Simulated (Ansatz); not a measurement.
# Cl₄Sn···H₂O: what the fields show

```yaml
atoms:
  - { symbol: Sn, position_ang: [0.2106, 0.1035, -0.0995] }
  - { symbol: Cl, position_ang: [0.2617, 0.0305, 2.2963] }
  - { symbol: Cl, position_ang: [2.4635, -0.0438, -0.7495] }
  - { symbol: Cl, position_ang: [-0.6028, 2.1109, -0.9781] }
  - { symbol: Cl, position_ang: [-0.8180, -1.8330, -0.9683] }
  - { symbol: O, position_ang: [-2.7245, 0.0236, 1.0390] }
  - { symbol: H, position_ang: [-2.8598, -0.8825, 0.6952] }
  - { symbol: H, position_ang: [-2.2742, -0.1390, 1.9075] }
```

Core potentials replace the inner electrons of Sn; not at a stationary point (largest force 0.7 eV/Å).

Level of theory: RKS PBE/def2-SVP (Ansatz).

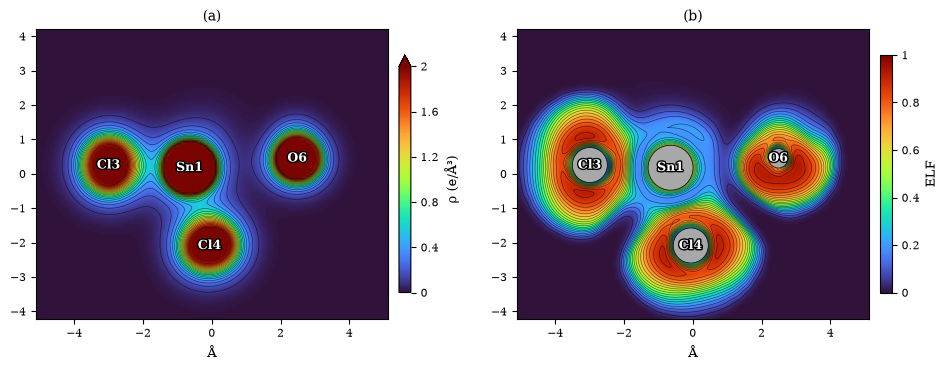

Figure 1. (a) electron density; (b) ELF on the plane of atoms Cl3, Sn1 and Cl4. Grey discs cover the atomic cores in the ELF map.

### What does the map show?

The plane passes through Sn, Cl and O nuclei. Sn1···O6 (3.15 Å): the density falls to about 0.08 e/Å³ on the way; the ELF dips to about 0.10 between them. Sn–Cl (2.34 Å): the density is about 0.55 e/Å³ at the midpoint; the ELF peaks at about 0.80 in the valence shell of Cl, 0.8 Å from its nucleus, and drops to about 0.15 between the two atoms. The ELF also peaks beside Cl4, Cl3 and O6, away from the bonds: lone-pair regions.

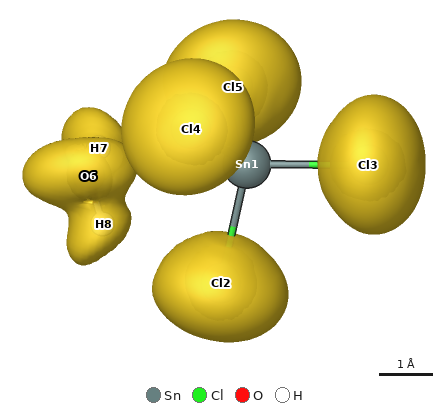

Figure 2. Isosurface of the electron localisation function at 0.75 (yellow), seen at a tilt. Only the valence region is drawn (cores and ρ < 0.01 e/Å³ removed).

### Where are the electrons localised?

The surface consists of four regions wrapped around Cl (the valence shell of each) and one joined region spread over several atoms (H, O), in which their bonds and any lone pairs are merged.

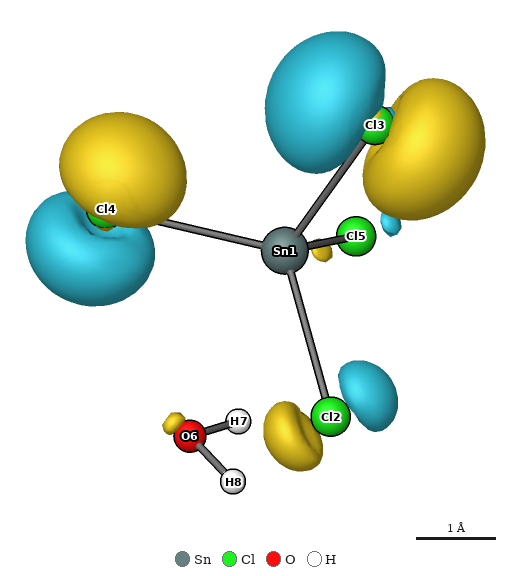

Figure 3. The HOMO−1 at ±0.15 Å⁻³ᐟ² (yellow and cyan are the two phases), seen at an oblique angle.

### Where does this orbital lie, and at what energy?

By Hirshfeld shares it lies mainly on Cl3 (about 50 %), Cl4 (about 35 %) and Cl2 (about 5 %); largely a combination of lone pairs on Cl3, Cl4 and Cl2. Its energy is −7.87 eV.
